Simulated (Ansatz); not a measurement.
## Electronic structure of NbZn2P3 in real space

```
Nb Zn P
1.0
     1.92429    3.32223    0.02790
    -1.92585    3.32315    0.04560
    -0.04349    0.10625    9.51435
Nb Zn P
1 2 3
Cartesian
  0.0295 2.2887 6.5061
  -1.8952 3.3754 0.1084
  0.0445 4.4447 3.0281
  -1.8841 3.3503 2.4310
  0.0308 4.5061 5.5373
  -0.0181 2.3864 8.8186
```

Space group P1; a structure from a database of computed crystals, not necessarily the ambient phase; started from the MnCd2Te3-156 prototype, which need not be the ambient phase; changed on purpose from its base cell (shaken).

Computed with DFT, PBEsol, plane waves, PAW (Ansatz).

The density is the valence pseudo-density of a PAW calculation; it isn't the true density close to the nuclei.

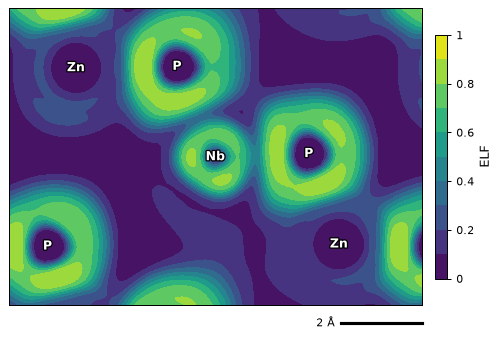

Figure 1. ELF on the (11̄0) plane of the conventional cell.

> Describe what can be read from this map.

The plane passes through Nb, Zn and P nuclei. Nb–P (2.32 Å): the ELF peaks at about 0.85 in the valence shell of P, 0.8 Å from its nucleus, and is about 0.60 at the midpoint. Zn–P (2.35 Å): the ELF peaks at about 0.85 in the valence shell of P, 0.8 Å from its nucleus, and is about 0.60 at the midpoint. Nb–P (2.42 Å): the ELF peaks at about 0.85 in the valence shell of P, 0.8 Å from its nucleus, and is about 0.50 at the midpoint. Zn–P (2.51 Å): the ELF peaks at about 0.90 in the valence shell of P, 0.8 Å from its nucleus, and is about 0.50 at the midpoint. The features right at Nb lie inside the PAW spheres, where the map follows smoothed inner orbitals and isn't to be read closely.

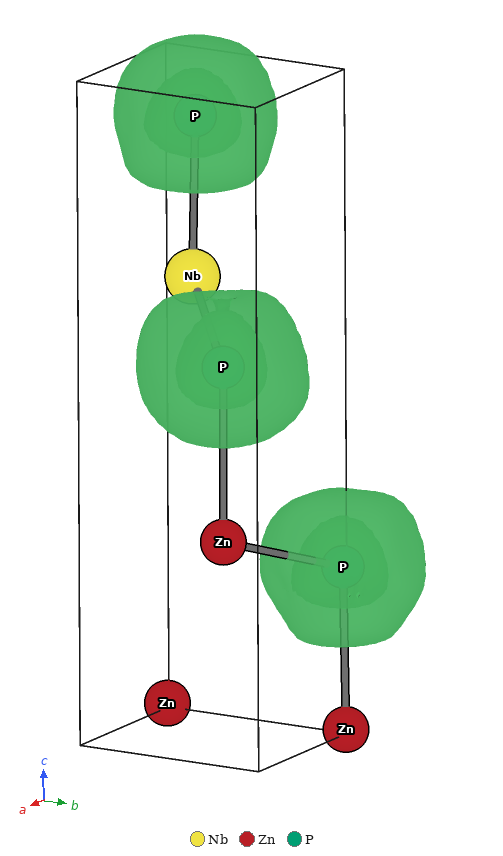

Figure 2. Isosurface of the electron localisation function at 0.7 (green), seen slightly off an axis. Core shells and regions of very low density are left out. Sticks mark near contacts.

> Identify the bonds, lone pairs and shells in this picture.

The ELF exceeds this value in three regions wrapped around P (the valence shell of each), counted in one cell of 6 atoms. Regions shared between cells count once.


Zn–P (2.30 Å): the ELF peaks at about 0.90 in the valence shell of P, 0.8 Å from its nucleus, and is about 0.65 at the midpoint.
